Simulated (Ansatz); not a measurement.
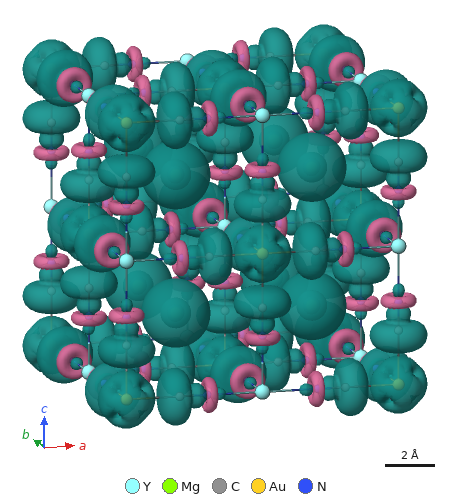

The picture shows: YMg₂AuC₆N₆. Isosurfaces of the spin density at +0.006 (teal) and −0.006 e/Å³ (pink), seen slightly off an axis. Sticks mark near contacts.

Space group Fm-3m; a structure generated by program, which may or may not match a known phase; spin-polarised.

All numbers below come from Ansatz, DFT PBE, scalar-relativistic, plane waves, PAW.

Core electrons are frozen (PAW), and the valence fields are smoothed inside the atomic spheres.

YMg₂AuC₆N₆, 64 atoms, a = 11.64 Å, b = 11.64 Å, c = 11.64 Å, α = 90.00°, β = 90.00°, γ = 90.00°.

Describe the spin distribution.

Answer. The spin density sits on Au: +0.7 μB (×4) in one cell of 64 atoms, with smaller moments on other sites: Mg (up to +0.15 μB) and C (up to +0.05 μB): parallel main moments (a ferromagnetic arrangement) in this solution. The cell of the calculation (16 atoms) carries 2.0 μB of net spin moment.
